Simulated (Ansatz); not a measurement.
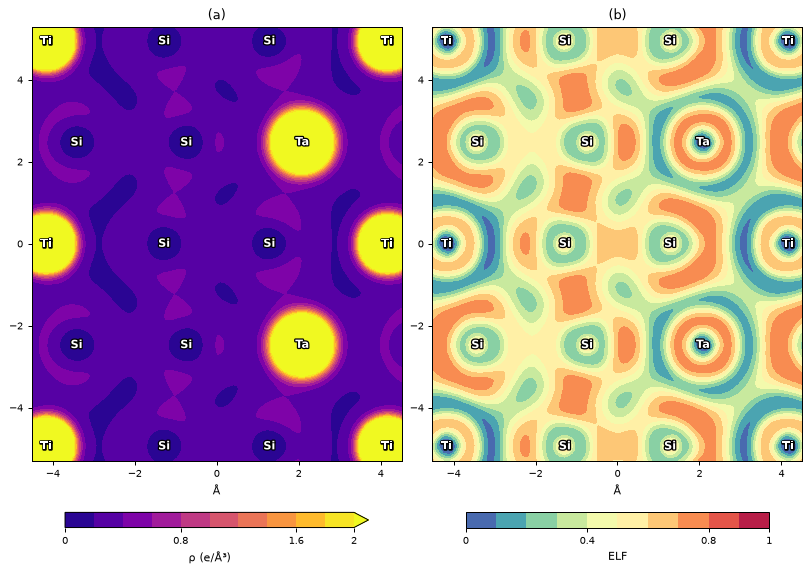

TaTiSi4. (a) valence electron density; (b) electron localisation function on the (101̄) plane of the conventional cell.

Space group F222; a structure generated by program, which may or may not match a known phase; computed pressure about −3 GPa in this cell; computed without spin polarisation.

Level of theory: Ansatz 0.2.0, DFT r2SCAN, scalar-relativistic, plane waves, PAW.

In a PAW calculation such maps are meaningful between the atoms, not at the nuclei.

```cif
data_structure
_symmetry_space_group_name_H-M 'P 1'
_symmetry_Int_Tables_number 1
_cell_length_a 4.8130
_cell_length_b 8.3278
_cell_length_c 8.6354
_cell_angle_alpha 90.000
_cell_angle_beta 90.000
_cell_angle_gamma 90.000
_cell_volume 346.12
loop_
_atom_site_label
_atom_site_type_symbol
_atom_site_fract_x
_atom_site_fract_y
_atom_site_fract_z
_atom_site_occupancy
Ti1 Ti 0.75000 0.25000 0.25000 1
Ti2 Ti 0.25000 0.75000 0.25000 1
Ti3 Ti 0.25000 0.25000 0.75000 1
Ti4 Ti 0.75000 0.75000 0.75000 1
Ta1 Ta 0.50000 0.00000 0.00000 1
Ta2 Ta 0.00000 0.50000 0.00000 1
Ta3 Ta 0.00000 0.00000 0.50000 1
Ta4 Ta 0.50000 0.50000 0.50000 1
Si1 Si 0.25000 0.09585 0.25000 1
Si2 Si 0.75000 0.59585 0.25000 1
Si3 Si 0.75000 0.09585 0.75000 1
Si4 Si 0.25000 0.59585 0.75000 1
Si5 Si 0.25000 0.40415 0.25000 1
Si6 Si 0.75000 0.90415 0.25000 1
Si7 Si 0.75000 0.40415 0.75000 1
Si8 Si 0.25000 0.90415 0.75000 1
Si9 Si 0.00000 0.16072 0.00000 1
Si10 Si 0.50000 0.66072 0.00000 1
Si11 Si 0.50000 0.16072 0.50000 1
Si12 Si 0.00000 0.66072 0.50000 1
Si13 Si 0.50000 0.33928 0.00000 1
Si14 Si 0.00000 0.83928 0.00000 1
Si15 Si 0.00000 0.33928 0.50000 1
Si16 Si 0.50000 0.83928 0.50000 1
```

### What does the map show?

The section cuts through Ti, Ta and Si sites. Si–Si (2.53 Å): ρ at the midpoint is about 0.4 e/Å³; the ELF peaks at about 0.75 between the atoms. Ti–Si (2.58 Å): ρ is about 0.31 e/Å³ halfway; the ELF peaks at about 0.75 in the valence shell of Si, 0.9 Å from its nucleus, and is about 0.40 at the midpoint. Ta–Si (2.60 Å): ρ is about 0.4 e/Å³ halfway; the ELF peaks at about 0.75 in the valence shell of Si, 0.9 Å from its nucleus, and is about 0.40 at the midpoint. Ta–Si (2.83 Å): the density is about 0.29 e/Å³ at the midpoint; the ELF peaks at about 0.75 in the valence shell of Si, 1.0 Å from its nucleus, and is about 0.40 at the midpoint. Ti–Si (2.88 Å): the density is about 0.21 e/Å³ at the midpoint; the ELF peaks at about 0.70 in the valence shell of Si, 1.0 Å from its nucleus, and is about 0.40 at the midpoint. Between the atoms the lowest density in this plane is 0.17 e/Å³. The features right at Ti and Ta lie inside the PAW spheres, where the map follows smoothed inner orbitals and isn't to be read closely.

### Which way does charge flow, and how much by Bader's partition?

Electrons move from Ti and Ta towards Si. Bader charges: Ti +1.29, Ta +0.89 and Si −0.54 e.
